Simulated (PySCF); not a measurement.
System: C8H7O (doublet).

```xyz
16

C     3.3039    0.0842    0.1425
C     2.0941    0.0270    0.1126
C     0.7239   -0.0761    0.0644
C    -0.2052    0.9862    0.2256
C     0.0527    2.2584    0.4294
O     0.2560    3.3962    0.5997
C    -1.6180    0.4290    0.1531
C    -1.4187   -0.9136   -0.5555
C    -0.0173   -1.3665   -0.1384
H     4.3500    0.1423    0.1739
H    -2.2994    1.0908   -0.3802
H    -2.0028    0.2820    1.1661
H    -2.1886   -1.6351   -0.2862
H    -1.4479   -0.7644   -1.6359
H    -0.0543   -1.9302    0.8012
H     0.4640   -2.0013   -0.8837
```

Geometry: GFN2-xTB.

Theory: PySCF, UKS B3LYP, pcH-1 on C H O, non-relativistic, mean-field spin-orbit, GIAO.

Q: What can the converged electron density, electron localisation function and spin density tell about the bonding?

A: C–O (1.17 Å): ρ at the midpoint is about 3.6 e/Å³; the ELF peaks at about 0.85 between the atoms (a multiple bond).
C–C (1.21 Å): ρ is about 2.7 e/Å³ halfway; the ELF peaks at about 0.85 between the atoms: a short, multiple covalent bond.
C–H (1.05 Å): ρ at the midpoint is about 2.2 e/Å³; the ELF climbs to about 1 towards the hydrogen, as it does in any bond to H: a covalent bond by its length.
C–C (1.31 Å): the density is about 2.3 e/Å³ at the midpoint; the ELF peaks at about 0.90 between the atoms (a multiple bond).
The unpaired spin (1 electron) lies mostly on C3 (about 0.4), C1 (about 0.3), C5 (about 0.2) and O6 (about 0.1), in electrons by Hirshfeld's partition.

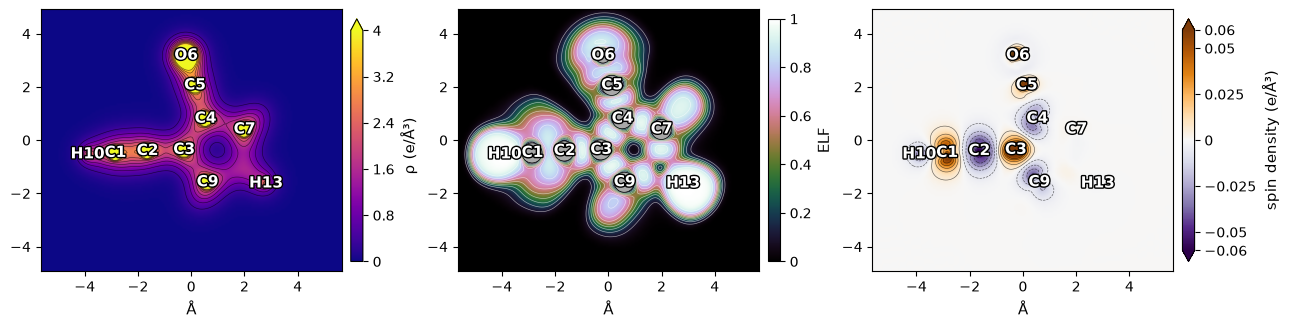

Computed electron density, electron localisation function and spin density on the plane of atoms C2, C3 and C9, in this order. Grey discs cover the atomic cores in the ELF map. 
